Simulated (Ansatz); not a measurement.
## Geometry relaxation of C₂H₄AlNO (part 2 of 2)

Continued. System: C₂H₄AlNO, SMILES N=C=C[O][AlH2]. Method: RKS PBE0-D4/6-31G (Ansatz 0.2.0). It belongs to a series of runs on one base structure; here: end point A relaxed.

Geometry of the input (Å):
```
N  0.2366  1.8197  -1.3011
C  0.7299  0.7844  -0.9217
C  1.2627  -0.3207  -0.5309
O  0.7491  -1.1840  0.3810
Al -1.0118  -0.9833  1.1553
H  -0.7586  2.1436  -0.9626
H  2.3035  -0.5727  -0.8905
H  -1.8574  0.3278  0.8249
H  -1.5655  -2.0610  2.2286
```

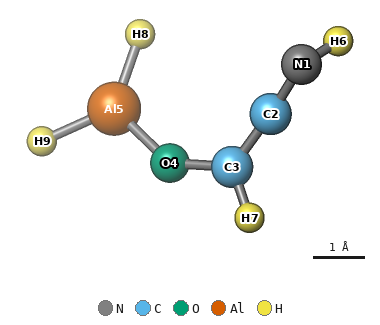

Fig. 1: The geometry at step 17 of the log (ball-and-stick view, seen at a tilt; atoms are numbered from 1 in the order of the input).

## Trajectory as extended XYZ, continued
```
9
Properties=species:S:1:pos:R:3:forces:R:3 step=7 energy=-12259.33001
N     0.3644    2.1023   -0.9619   -0.6139  -0.3859  -0.2540
C     0.7140    0.9132   -0.8347   -0.1107   0.2702   0.2392
C     1.1573   -0.2869   -0.5058    0.0013  -0.3983   0.2255
O     0.5593   -1.1054    0.4599    0.1651   0.4959  -0.4032
Al   -1.0050   -1.0882    1.2620   -0.0065   0.1336  -0.0552
H    -0.4373    2.2805   -1.6069    0.6185   0.0801   0.1811
H     2.0353   -0.7059   -0.9897   -0.2054  -0.0659   0.0662
H    -2.0415    0.0637    0.8008    0.0809  -0.1376   0.0429
H    -1.2581   -2.2195    2.3592    0.0706   0.0079  -0.0425
9
Properties=species:S:1:pos:R:3:forces:R:3 step=8 energy=-12259.35894
N     0.3442    2.0947   -0.9392   -0.1644  -0.2131  -0.1542
C     0.7072    0.9115   -0.8256   -0.0617   0.2092   0.0992
C     1.1568   -0.2875   -0.5073   -0.0390  -0.4243   0.2722
O     0.5539   -1.0992    0.4553    0.0466   0.3599  -0.3107
Al   -1.0085   -1.0770    1.2593    0.0310   0.0148  -0.0252
H    -0.4014    2.3003   -1.6230    0.1981   0.0724   0.0712
H     2.0259   -0.7228   -0.9888   -0.1123   0.0437   0.0448
H    -2.0672    0.0454    0.7902    0.0646  -0.0943   0.0361
H    -1.2225   -2.2117    2.3621    0.0371   0.0317  -0.0334
9
Properties=species:S:1:pos:R:3:forces:R:3 step=9 energy=-12259.37054
N     0.3424    2.0983   -0.9299    0.0758   0.0421  -0.1140
C     0.6958    0.9159   -0.8169   -0.0699  -0.0686   0.0547
C     1.1304   -0.2930   -0.5020    0.0872   0.0944  -0.0636
O     0.5268   -1.0958    0.4392   -0.0790  -0.0312   0.0355
Al   -1.0120   -1.0927    1.2667    0.0504  -0.0678   0.0095
H    -0.3475    2.3478   -1.6494    0.0051  -0.0094   0.0542
H     1.9994   -0.7217   -0.9807    0.0490   0.0078  -0.0117
H    -2.0630   -0.0051    0.7601   -0.1258   0.0493   0.0170
H    -1.1840   -2.2000    2.3959    0.0072  -0.0167   0.0184
9
Properties=species:S:1:pos:R:3:forces:R:3 step=10 energy=-12259.31502 accepted=F
N     0.4221    2.0890   -0.9993   -0.6659   0.2349   0.2674
C     0.6720    0.8887   -0.8307    0.4903   0.5184  -0.4923
C     1.1493   -0.2900   -0.4946   -0.1070  -0.3191  -0.0315
O     0.4893   -1.0881    0.4045   -0.0021  -0.1539   0.3040
Al   -1.0409   -1.0775    1.2406   -0.0172  -0.2117   0.2568
H    -0.3372    2.3731   -1.6372    0.3991  -0.0850  -0.1290
H     2.0477   -0.7067   -0.9342   -0.1345   0.0032  -0.0719
H    -2.1987   -0.0279    0.8670    0.0884  -0.0023  -0.0722
H    -1.1151   -2.2067    2.3669   -0.0510   0.0154  -0.0312
9
Properties=species:S:1:pos:R:3:forces:R:3 step=11 energy=-12259.37745
N     0.3683    2.1117   -0.9458    0.0682  -0.0491  -0.1464
C     0.6885    0.9187   -0.8278   -0.0219   0.1137  -0.0074
C     1.1205   -0.2882   -0.5053    0.0517   0.0463   0.0142
O     0.5107   -1.0864    0.4344   -0.1022  -0.0296   0.0091
Al   -1.0201   -1.1041    1.2722   -0.0152  -0.0859   0.0649
H    -0.2958    2.3836   -1.6827    0.0042  -0.0412   0.1019
H     1.9959   -0.7186   -0.9703    0.0516   0.0206  -0.0340
H    -2.1262   -0.0499    0.7996   -0.0502   0.0285  -0.0001
H    -1.1532   -2.2129    2.4086    0.0140  -0.0033  -0.0023
9
Properties=species:S:1:pos:R:3:forces:R:3 step=12 energy=-12259.37175 accepted=F
N     0.4405    2.1436   -1.0009   -0.3185  -0.5472  -0.0551
C     0.6935    0.9308   -0.8443   -0.0163   0.5197   0.0556
C     1.1093   -0.2759   -0.4908   -0.0118   0.1381  -0.2084
O     0.4864   -1.0724    0.4364    0.0370   0.0556   0.0836
Al   -1.0285   -1.1260    1.2939   -0.0777  -0.0353   0.0116
H    -0.2838    2.4025   -1.6958    0.3673  -0.0532   0.1184
H     1.9787   -0.7084   -0.9671    0.0120  -0.0845  -0.0287
H    -2.1649   -0.0969    0.8289   -0.0241   0.0186   0.0172
H    -1.1427   -2.2434    2.4228    0.0322  -0.0118   0.0059
9
Properties=species:S:1:pos:R:3:forces:R:3 step=13 energy=-12259.38307
N     0.3925    2.1210   -0.9691   -0.0415   0.0049  -0.1088
C     0.6933    0.9253   -0.8370    0.0228   0.0769   0.0027
C     1.1181   -0.2808   -0.5021    0.0288  -0.0068  -0.0113
O     0.4942   -1.0756    0.4303   -0.0966  -0.0049   0.0413
Al   -1.0297   -1.1130    1.2803    0.0237  -0.0605   0.0255
H    -0.2794    2.3942   -1.6990    0.0655  -0.0409   0.0758
H     1.9954   -0.7166   -0.9607    0.0192   0.0202  -0.0270
H    -2.1564   -0.0681    0.8324   -0.0328   0.0227  -0.0013
H    -1.1394   -2.2325    2.4080    0.0110  -0.0115   0.0031
9
Properties=species:S:1:pos:R:3:forces:R:3 step=14 energy=-12259.38653
N     0.4136    2.1322   -0.9902   -0.0836   0.0252  -0.1004
C     0.6978    0.9342   -0.8452    0.0312   0.0438   0.0264
C     1.1126   -0.2725   -0.4982    0.0007  -0.0243  -0.0358
O     0.4753   -1.0642    0.4269   -0.0897   0.0175   0.0485
Al   -1.0405   -1.1266    1.2894    0.0532  -0.0215  -0.0053
H    -0.2527    2.4086   -1.7247    0.0943  -0.0499   0.0759
H     1.9908   -0.7137   -0.9515    0.0044   0.0188  -0.0113
H    -2.1863   -0.0892    0.8660   -0.0157   0.0053   0.0028
H    -1.1221   -2.2549    2.4107    0.0053  -0.0149  -0.0007
9
Properties=species:S:1:pos:R:3:forces:R:3 step=15 energy=-12259.38949
N     0.4413    2.1478   -1.0197   -0.1076   0.0257  -0.1036
C     0.7022    0.9468   -0.8569    0.0375   0.0205   0.0433
C     1.1024   -0.2612   -0.4944   -0.0310  -0.0273  -0.0347
O     0.4481   -1.0464    0.4237   -0.0882   0.0459   0.0461
Al   -1.0534   -1.1417    1.3075    0.0719   0.0026  -0.0624
H    -0.2087    2.4300   -1.7673    0.1120  -0.0675   0.0918
H     1.9845   -0.7084   -0.9367   -0.0209   0.0175   0.0084
H    -2.2302   -0.1202    0.9175    0.0248  -0.0192   0.0181
H    -1.0977   -2.2928    2.4095    0.0015   0.0016  -0.0070
9
Properties=species:S:1:pos:R:3:forces:R:3 step=16 energy=-12259.39084
N     0.4596    2.1602   -1.0437   -0.1082  -0.0033  -0.1147
C     0.7045    0.9578   -0.8642    0.0346   0.0119   0.0575
C     1.0931   -0.2511   -0.4899   -0.0501  -0.0090  -0.0334
O     0.4257   -1.0329    0.4207   -0.0868   0.0534   0.0275
Al   -1.0654   -1.1595    1.3166    0.0972   0.0447  -0.0642
H    -0.1719    2.4416   -1.8079    0.1129  -0.0713   0.1115
H     1.9806   -0.6996   -0.9214   -0.0342   0.0107   0.0244
H    -2.2563   -0.1366    0.9683    0.0392  -0.0410   0.0141
H    -1.0815   -2.3260    2.4046   -0.0046   0.0039  -0.0227
9
Properties=species:S:1:pos:R:3:forces:R:3 step=17 energy=-12259.39175
N     0.4714    2.1685   -1.0622   -0.0983  -0.0269  -0.1297
C     0.7052    0.9658   -0.8688    0.0333   0.0156   0.0543
C     1.0852   -0.2437   -0.4870   -0.0419   0.0122  -0.0123
O     0.4120   -1.0200    0.4226   -0.0793   0.0556   0.0184
Al   -1.0674   -1.1620    1.3326    0.0706   0.0066  -0.0949
H    -0.1459    2.4453   -1.8397    0.0989  -0.0634   0.1267
H     1.9764   -0.6934   -0.9100   -0.0373   0.0037   0.0269
H    -2.2727   -0.1483    1.0062    0.0514  -0.0288   0.0247
H    -1.0756   -2.3583    2.3892    0.0026   0.0255  -0.0141
9
Properties=species:S:1:pos:R:3:forces:R:3 step=18 energy=-12259.39297
N     0.4772    2.1734   -1.0776   -0.1013  -0.0481  -0.1269
C     0.7065    0.9721   -0.8699    0.0275   0.0353   0.0426
C     1.0805   -0.2369   -0.4821   -0.0229   0.0156  -0.0085
O     0.4012   -1.0111    0.4226   -0.0674   0.0407   0.0041
Al   -1.0724   -1.1699    1.3337    0.0587   0.0035  -0.0391
H    -0.1319    2.4403   -1.8650    0.0952  -0.0463   0.1256
H     1.9759   -0.6864   -0.8956   -0.0245  -0.0027   0.0167
H    -2.2759   -0.1450    1.0444    0.0369  -0.0249   0.0101
H    -1.0728   -2.3828    2.3724   -0.0021   0.0268  -0.0247
9
Properties=species:S:1:pos:R:3:forces:R:3 step=19 energy=-12259.39396
N     0.4718    2.1751   -1.0881   -0.0461  -0.0548  -0.1204
C     0.7081    0.9779   -0.8662    0.0028   0.0707   0.0160
C     1.0796   -0.2293   -0.4741   -0.0032  -0.0090  -0.0169
O     0.3948   -1.0020    0.4250   -0.0301   0.0055  -0.0100
Al   -1.0724   -1.1732    1.3347    0.0086  -0.0103   0.0206
H    -0.1245    2.4260   -1.8892    0.0485  -0.0175   0.1140
H     1.9744   -0.6817   -0.8836    0.0172   0.0038   0.0145
H    -2.2648   -0.1310    1.0777    0.0051  -0.0086   0.0028
H    -1.0785   -2.4080    2.3467   -0.0028   0.0202  -0.0205
9
Properties=species:S:1:pos:R:3:forces:R:3 step=20 energy=-12259.39271 accepted=F
N     0.4881    2.1794   -1.1225   -0.1383  -0.1097  -0.0053
C     0.7178    0.9866   -0.8705   -0.0140   0.1395  -0.0299
C     1.0763   -0.2198   -0.4671    0.0646  -0.0169  -0.0117
O     0.3785   -0.9836    0.4258    0.0332   0.0041  -0.0046
Al   -1.0751   -1.1758    1.3417   -0.0656  -0.0465   0.0765
H    -0.1299    2.4087   -1.9129    0.1168   0.0102   0.0324
H     1.9802   -0.6734   -0.8536    0.0089  -0.0206  -0.0357
H    -2.2622   -0.1176    1.1369   -0.0049   0.0010   0.0027
H    -1.0852   -2.4507    2.3052   -0.0009   0.0389  -0.0244
9
Properties=species:S:1:pos:R:3:forces:R:3 step=21 energy=-12259.39455
N     0.4748    2.1755   -1.0998   -0.0549  -0.0596  -0.0645
C     0.7118    0.9806   -0.8682   -0.0031   0.0765  -0.0026
C     1.0790   -0.2265   -0.4728    0.0248  -0.0051  -0.0019
O     0.3887   -0.9952    0.4241   -0.0098  -0.0042  -0.0106
Al   -1.0730   -1.1736    1.3371   -0.0167  -0.0154   0.0326
H    -0.1260    2.4192   -1.8983    0.0491  -0.0018   0.0645
H     1.9791   -0.6780   -0.8711    0.0104  -0.0049  -0.0042
H    -2.2633   -0.1250    1.1023   -0.0010   0.0002  -0.0001
H    -1.0826   -2.4232    2.3298    0.0012   0.0144  -0.0131
9
Properties=species:S:1:pos:R:3:forces:R:3 step=22 energy=-12259.39366 accepted=F
N     0.4698    2.1725   -1.1210    0.0873  -0.0025   0.1510
C     0.7244    0.9870   -0.8708   -0.0251   0.0118  -0.0568
C     1.0903   -0.2173   -0.4636   -0.0628  -0.0464  -0.0395
O     0.3730   -0.9828    0.4164    0.0135   0.0104   0.0269
Al   -1.0789   -1.1741    1.3438    0.0328   0.0179  -0.0391
H    -0.1229    2.4145   -1.9190   -0.0473  -0.0148  -0.0937
H     1.9900   -0.6785   -0.8548   -0.0128   0.0313   0.0425
H    -2.2713   -0.1180    1.1522    0.0117   0.0006   0.0009
H    -1.0859   -2.4495    2.2999    0.0027  -0.0084   0.0079
9
Properties=species:S:1:pos:R:3:forces:R:3 step=23 energy=-12259.39499
N     0.4716    2.1740   -1.1086    0.0074  -0.0202   0.0170
C     0.7160    0.9829   -0.8705   -0.0090   0.0253  -0.0217
C     1.0815   -0.2237   -0.4714    0.0070  -0.0045   0.0089
O     0.3803   -0.9900    0.4197   -0.0037  -0.0060  -0.0054
Al   -1.0756   -1.1740    1.3409    0.0018  -0.0009  -0.0015
H    -0.1219    2.4179   -1.9093   -0.0002  -0.0032  -0.0039
H     1.9859   -0.6762   -0.8601   -0.0069   0.0052   0.0054
H    -2.2661   -0.1209    1.1266    0.0024   0.0006   0.0020
H    -1.0832   -2.4363    2.3157    0.0013   0.0036  -0.0009
9
Properties=species:S:1:pos:R:3:forces:R:3 step=24 energy=-12259.39501
N     0.4705    2.1736   -1.1093    0.0097  -0.0069   0.0201
C     0.7161    0.9831   -0.8709   -0.0071   0.0090  -0.0180
C     1.0817   -0.2234   -0.4711    0.0051  -0.0033   0.0092
O     0.3789   -0.9902    0.4183   -0.0029  -0.0070  -0.0082
Al   -1.0768   -1.1753    1.3394    0.0066   0.0078   0.0063
H    -0.1213    2.4172   -1.9110   -0.0045  -0.0016  -0.0102
H     1.9873   -0.6751   -0.8576   -0.0063   0.0049   0.0046
H    -2.2652   -0.1187    1.1309    0.0004  -0.0020  -0.0012
H    -1.0829   -2.4374    2.3142   -0.0011  -0.0009  -0.0026
9
Properties=species:S:1:pos:R:3:forces:R:3 step=25 energy=-12259.39500 accepted=F
N     0.4686    2.1742   -1.1113    0.0120   0.0504  -0.0210
C     0.7158    0.9847   -0.8730   -0.0050  -0.0652   0.0188
C     1.0805   -0.2210   -0.4696   -0.0075   0.0041   0.0021
O     0.3732   -0.9907    0.4137   -0.0007   0.0089  -0.0154
Al   -1.0776   -1.1764    1.3418    0.0011   0.0019   0.0028
H    -0.1117    2.4174   -1.9219   -0.0134   0.0003   0.0080
H     1.9886   -0.6711   -0.8514    0.0110   0.0006   0.0069
H    -2.2674   -0.1193    1.1456    0.0026   0.0021  -0.0022
H    -1.0815   -2.4440    2.3091   -0.0001  -0.0031   0.0000
9
Properties=species:S:1:pos:R:3:forces:R:3 step=26 energy=-12259.39507
N     0.4698    2.1737   -1.1105    0.0013   0.0228  -0.0013
C     0.7157    0.9836   -0.8724   -0.0036  -0.0303   0.0034
C     1.0810   -0.2225   -0.4704   -0.0009   0.0027   0.0056
O     0.3757   -0.9910    0.4153   -0.0002   0.0031  -0.0094
Al   -1.0770   -1.1754    1.3410    0.0038   0.0030   0.0006
H    -0.1175    2.4172   -1.9159   -0.0025  -0.0005  -0.0011
H     1.9886   -0.6726   -0.8534    0.0025   0.0001   0.0022
H    -2.2656   -0.1181    1.1381    0.0009   0.0004   0.0002
H    -1.0822   -2.4410    2.3111   -0.0012  -0.0011  -0.0001
9
Properties=species:S:1:pos:R:3:forces:R:3 step=27 energy=-12259.39509
N     0.4691    2.1737   -1.1114    0.0022  -0.0061   0.0097
C     0.7149    0.9832   -0.8731    0.0003   0.0033  -0.0060
C     1.0815   -0.2219   -0.4699   -0.0029  -0.0071   0.0043
O     0.3754   -0.9919    0.4136   -0.0108   0.0016   0.0039
Al   -1.0767   -1.1753    1.3406    0.0011   0.0007   0.0040
H    -0.1177    2.4169   -1.9172   -0.0010  -0.0007  -0.0052
H     1.9900   -0.6723   -0.8502    0.0081   0.0081  -0.0072
H    -2.2647   -0.1164    1.1418    0.0029   0.0008  -0.0017
H    -1.0832   -2.4423    2.3090    0.0000  -0.0006  -0.0019
```

## Key numbers

```tsv
quantity	value
outcome	converged
total energy	−12259.3951 eV
mean-field energy	−12259.2567 eV
largest force (length of the vector) at the end	0.014 eV/Å
wall time	87 s
peak memory	0.15 GiB
```
